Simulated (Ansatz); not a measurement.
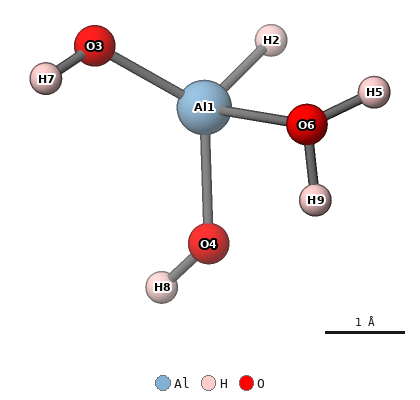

Fig. 1: The structure (ball-and-stick view, seen at a tilt; atoms are numbered from 1 in the order of the input). Sticks mark near contacts.

## AlH₅O₃: single-point calculation

The run: single-point calculation of AlH₅O₃. Method and program: RKS PBE0-D4/def2-TZVPP (Ansatz 0.2.0).

The geometry is the reactant side of a reaction. The reaction was set up to form Al1–O6 and H2–H5 and to break Al1–H2 and H5–O6 (atoms counted from 1 in the order of the input); sticks are drawn by distance alone. The geometry comes from this level: PBE0-D4/def2-TZVP.

What the program printed
```
Functional definition: PBE0
  name "PBE0"
  cite "Adamo & Barone, J. Chem. Phys. 110, 6158 (1999) doi:10.1063/1.478522"
  cite "Perdew, Burke & Ernzerhof, Phys. Rev. Lett. 77, 3865 (1996) doi:10.1103/PhysRevLett.77.3865"
  parent pbe
  parameter a = 0.25
  parameter kappa = 0.804
  parameter beta = 0.06672455060314922
  exchange = (1 - a)*pbe_x(kappa = kappa, mu = beta*pi^2/3) + a*exact_x
  correlation = pbe_c(beta = beta)
1048 factors; their error is unknown
mean field evaluation 1: about -12804.2785 eV, gradient 8.9e1 eV
mean field evaluation 2: about -12782.1942 eV, gradient 1.4e2 eV
mean field evaluation 4: about -12816.5536 eV, gradient 7.7e0 eV
mean field evaluation 8: about -12816.6399 eV, gradient 1.2e-1 eV
mean field evaluation 16: about -12816.6654 eV, gradient 2.2e-5 eV
mean field -12816.66539425 eV, -471.0037657908 hartree, gradient 2.2e-5 eV, S^2 0.000000; 0 other end points of the search recorded, 0 dependent functions left out
reference -12816.66542702 eV, -471.0037669953 hartree; 21, 21 occupied and 184, 184 virtual orbitals, 1048 factors
Total energy: -12816.77475740 eV, -471.0077848125 hartree
```

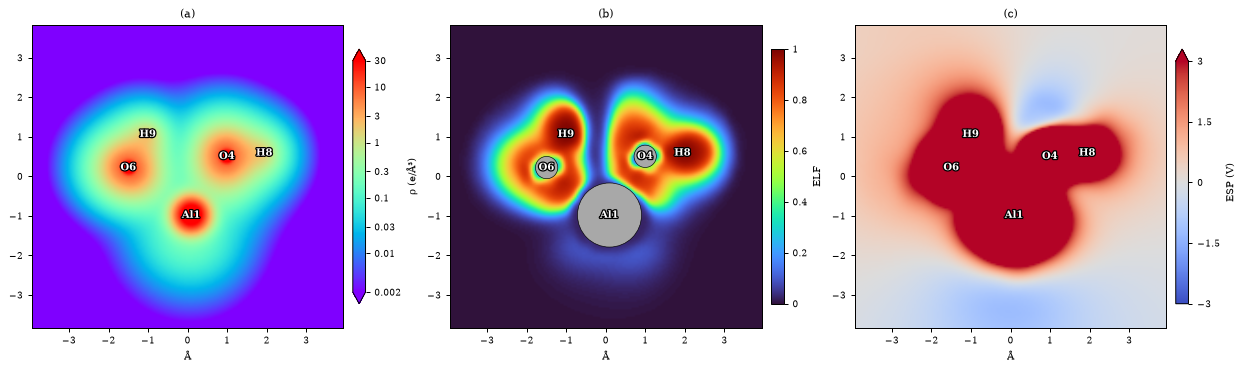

Fig. 2: (a) total electron density; (b) electron localisation function; (c) electrostatic potential on the plane of atoms O4, Al1 and O6. Grey discs, where drawn, cover atomic cores. Atoms in the plane: Al, O and H.

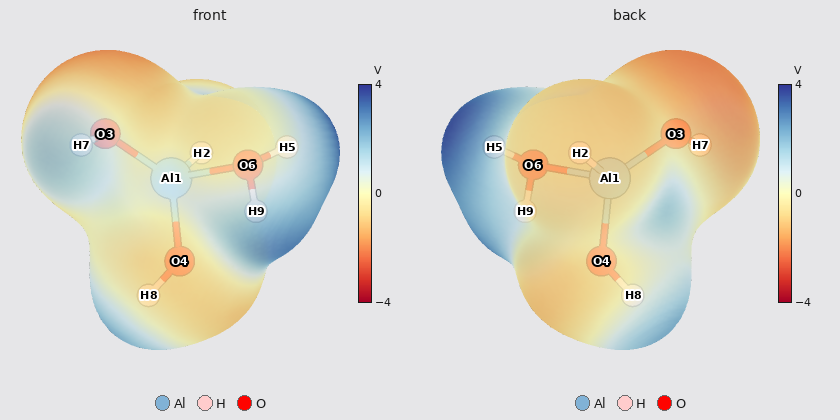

Fig. 3: The electrostatic potential painted on the density surface at 0.002 e/bohr³, seen face on and from behind; the colour scale runs from red (negative) to blue (positive).

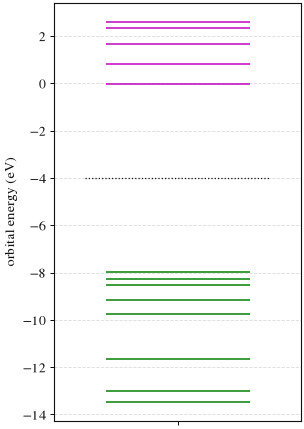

Fig. 4: Orbital energies near the frontier; the dotted line parts filled from empty levels, and levels within 0.02 eV of each other stand side by side. Highest filled −7.99 eV, lowest empty −0.01 eV, 7.98 eV apart.

The run was set up as follows.

Input
```yaml
crystal:
  periodic: [false, false, false]
  atoms:
    - {symbol: Al, position_ang: [-0.097662, -0.343847, -0.524217]}
    - {symbol: H, position_ang: [0.342078, -1.837255, -0.824528]}
    - {symbol: O, position_ang: [0.147214, 0.738122, -1.820488]}
    - {symbol: O, position_ang: [-1.343806, -0.032480, 0.645181]}
    - {symbol: H, position_ang: [1.737133, -0.586030, 1.230550]}
    - {symbol: O, position_ang: [1.139516, 0.121403, 0.966219]}
    - {symbol: H, position_ang: [-0.113897, 1.655935, -1.788922]}
    - {symbol: H, position_ang: [-2.274286, 0.058304, 0.458666]}
    - {symbol: H, position_ang: [0.463611, 0.225749, 1.657539]}
basis:
  gaussian: {orbitals: def2-TZVPP}
hamiltonian: {xc: pbe0, dispersion: d4}
output: {orbitals: {seedname: orbitals}}
```

Launch command:
```bash
ansatz run in.yaml --threads 4 --pin off --events-out ev --progress --plain --max-ram 9574MiB
```

Summary

| quantity | value |
| --- | --- |
| outcome | converged |
| total energy | −12816.7748 eV |
| mean-field energy | −12816.6654 eV |
| dispersion energy | −0.1093 eV |
| SCF solution under orbital rotations | stable |
| HOMO | −7.99 eV |
| LUMO | −0.01 eV |
| hardware | 4 threads of Arm Neoverse V1, 23 GiB of memory available, shared host |
| wall time | 1.8 s (CPU time 6.6 s) |
| peak memory | 0.42 GiB |
